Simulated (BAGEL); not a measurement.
# HF/STO-3G (density fitting with qzvpp-jkfit) run of C2H3F2N (SMILES FC=NCF)

Aim: the vertical ionisation energy of C2H3F2N at HF/STO-3G (density fitting with qzvpp-jkfit), from 2 runs. 

Program for the calculation: BAGEL 1.2.2.

## 1. The molecule

The species is C2H3F2N (8 atoms), typed as a singlet with charge 0. SMILES: `FC=NCF`. The coordinates come from a PBE0-D4/def2-TZVP relaxation.

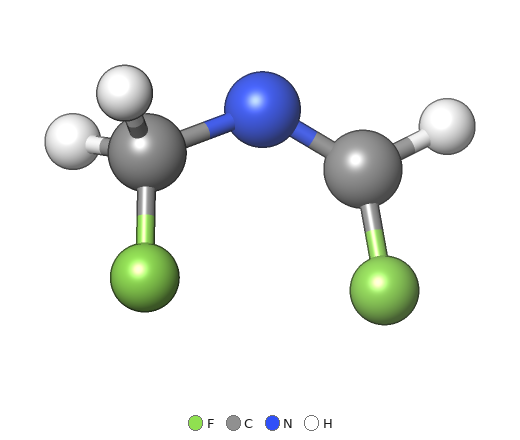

Viewed from a chosen angle; fluorine green, carbon grey, nitrogen blue, hydrogen white.

## 2. A single-point energy at HF/STO-3G (density fitting with qzvpp-jkfit)

input.json reads:

```json
{ "bagel" : [

{
  "title" : "molecule",
  "basis" : "sto-3g",
  "df_basis" : "qzvpp-jkfit",
  "angstrom" : true,
  "geometry" : [
    { "atom" : "F", "xyz" : [   -1.098000,    1.596800,   -0.144400 ] },
    { "atom" : "C", "xyz" : [   -0.739500,    0.729600,    0.805700 ] },
    { "atom" : "N", "xyz" : [    0.001900,   -0.254300,    0.669300 ] },
    { "atom" : "C", "xyz" : [    0.648200,   -0.708100,   -0.497600 ] },
    { "atom" : "F", "xyz" : [    0.433400,    0.032200,   -1.641000 ] },
    { "atom" : "H", "xyz" : [   -1.190600,    0.993000,    1.758900 ] },
    { "atom" : "H", "xyz" : [    0.310400,   -1.729700,   -0.698300 ] },
    { "atom" : "H", "xyz" : [    1.726200,   -0.716500,   -0.308200 ] }
  ]
},
{ "title" : "hf" },
{ "title" : "print", "file" : "orbitals.molden", "orbitals" : true }

]}
```

Command:

```bash
$ BAGEL_NUM_THREADS=1 BAGEL input.json > input.out
```

Log:

```text
* using 1 threads per process

  ===============================================================
  ===============================================================

  *** Geometry ***

  { "atom" : "F", "xyz" : [     -2.074919,      3.017515,     -0.272876 ] },
  { "atom" : "C", "xyz" : [     -1.397452,      1.378744,      1.522552 ] },
  { "atom" : "N", "xyz" : [      0.003590,     -0.480557,      1.264794 ] },
  { "atom" : "C", "xyz" : [      1.224920,     -1.338115,     -0.940328 ] },
  { "atom" : "F", "xyz" : [      0.819007,      0.060849,     -3.101041 ] },
  { "atom" : "H", "xyz" : [     -2.249908,      1.876498,      3.323839 ] },
  { "atom" : "H", "xyz" : [      0.586571,     -3.268659,     -1.319596 ] },
  { "atom" : "H", "xyz" : [      3.262045,     -1.353989,     -0.582414 ] },

  Number of auxiliary basis functions:      435

  Since a DF basis is specified, we compute 2- and 3-index integrals:
    o Being stored without compression. Storage requirement is 0.003 GB

  Number of basis functions:       28
  Number of electrons      :       40

    * METHOD: MOLECULE                             0.11

  *** RHF ***

  === Nuclear Repulsion ===
   177.2722584436

      * DIIS with orbital gradients will be used.

  === RHF iteration (sto-3g) ===
      0       -326.15977847          0.02497427           0.01
      1       -326.30067028          0.00794407           0.01
      2       -326.31410417          0.00206622           0.01
      3       -326.31577125          0.00087489           0.01
      4       -326.31613387          0.00020715           0.01
      5       -326.31616478          0.00003442           0.01
      6       -326.31616557          0.00000887           0.01
      7       -326.31616561          0.00000200           0.01
      8       -326.31616561          0.00000055           0.01
      9       -326.31616561          0.00000025           0.01
     10       -326.31616561          0.00000009           0.01
     11       -326.31616561          0.00000002           0.01
     12       -326.31616561          0.00000001           0.01
    * SCF iteration converged.

    * Permanent dipole moment:
           (   -0.024080,     0.108939,    -0.195979) a.u.

    * METHOD: HF                                   0.22

    * METHOD: PRINT                                0.00

  ===============================================================
```

Run time: 0.48 s. Hardware: 1 thread of Arm Neoverse V2, shared host; peak memory 0.081 GiB.

## 3. The doublet cation, same level

input.json reads:

```json
{ "bagel" : [

{
  "title" : "molecule",
  "basis" : "sto-3g",
  "df_basis" : "qzvpp-jkfit",
  "angstrom" : true,
  "geometry" : [
    { "atom" : "F", "xyz" : [      -1.098000,       1.596800,      -0.144400 ] },
    { "atom" : "C", "xyz" : [      -0.739500,       0.729600,       0.805700 ] },
    { "atom" : "N", "xyz" : [       0.001900,      -0.254300,       0.669300 ] },
    { "atom" : "C", "xyz" : [       0.648200,      -0.708100,      -0.497600 ] },
    { "atom" : "F", "xyz" : [       0.433400,       0.032200,      -1.641000 ] },
    { "atom" : "H", "xyz" : [      -1.190600,       0.993000,       1.758900 ] },
    { "atom" : "H", "xyz" : [       0.310400,      -1.729700,      -0.698300 ] },
    { "atom" : "H", "xyz" : [       1.726200,      -0.716500,      -0.308200 ] }
  ]
},

{ "title" : "uhf", "charge" : 1, "nopen" : 1 },

{ "title" : "print", "file" : "orbitals.molden", "orbitals" : true }

]}
```

Command:

```bash
$ BAGEL_NUM_THREADS=1 BAGEL input.json > input.out
```

Log:

```text
* using 1 threads per process

  ===============================================================
  ===============================================================

  *** Geometry ***

  { "atom" : "F", "xyz" : [     -2.074919,      3.017515,     -0.272876 ] },
  { "atom" : "C", "xyz" : [     -1.397452,      1.378744,      1.522552 ] },
  { "atom" : "N", "xyz" : [      0.003590,     -0.480557,      1.264794 ] },
  { "atom" : "C", "xyz" : [      1.224920,     -1.338115,     -0.940328 ] },
  { "atom" : "F", "xyz" : [      0.819007,      0.060849,     -3.101041 ] },
  { "atom" : "H", "xyz" : [     -2.249908,      1.876498,      3.323839 ] },
  { "atom" : "H", "xyz" : [      0.586571,     -3.268659,     -1.319596 ] },
  { "atom" : "H", "xyz" : [      3.262045,     -1.353989,     -0.582414 ] },

  Number of auxiliary basis functions:      435

  Since a DF basis is specified, we compute 2- and 3-index integrals:
    o Being stored without compression. Storage requirement is 0.003 GB

  Number of basis functions:       28
  Number of electrons      :       40

    * METHOD: MOLECULE                             0.11

  *** Open-shell HF ***

  === Nuclear Repulsion ===
   177.2722584436

      * DIIS with orbital gradients will be used.

  === UHF iteration (sto-3g) ===
      0       -325.78785677          0.05429259           0.02
      1       -325.95465972          0.02257265           0.02
      2       -325.98153474          0.01041552           0.02
      3       -325.98905170          0.00286525           0.02
      4       -325.99216757          0.00192991           0.02
      5       -325.99412829          0.00105125           0.02
      6       -325.99465258          0.00073205           0.02
      7       -325.99494317          0.00062285           0.02
      8       -325.99533653          0.00049367           0.02
      9       -325.99577939          0.00039236           0.02
[... 26 lines of this table left out ...]
     36       -325.99636548          0.00000002           0.03
     37       -325.99636548          0.00000001           0.02
     38       -325.99636548          0.00000001           0.03
     39       -325.99636548          0.00000001           0.03
    * SCF iteration converged.

    * S^2 (UHF) is 0.8469

    * Permanent dipole moment:
           (    0.517824,    -0.315333,    -1.061425) a.u.

    * METHOD: UHF                                  1.04

    * METHOD: PRINT                                0.00

  ===============================================================
```

Wall time 1.3 s (1 thread of Arm Neoverse V2, shared host); peak memory 0.081 GiB.

## 4. What came out

At HF/STO-3G (density fitting with qzvpp-jkfit):

| quantity | value |
| --- | --- |
| singlet C2H3F2N: total energy | -326.31617 Eh |
| singlet C2H3F2N: dipole moment | 0.57 D |
| singlet C2H3F2N: HOMO energy | -9.57 eV |
| singlet C2H3F2N: LUMO energy | 7.96 eV |
| singlet C2H3F2N: HOMO–LUMO gap | 17.54 eV |
| doublet cation: total energy | -325.99637 Eh |
| doublet cation: ⟨S²⟩ | 0.847 |
| vertical ionisation energy (to the doublet cation) | 8.702 eV |

**Reading.** Removing an electron at fixed nuclei costs 8.70 eV (840 kJ/mol). The negative HOMO energy of the first species, 9.57 eV, lies 0.87 eV above that difference.
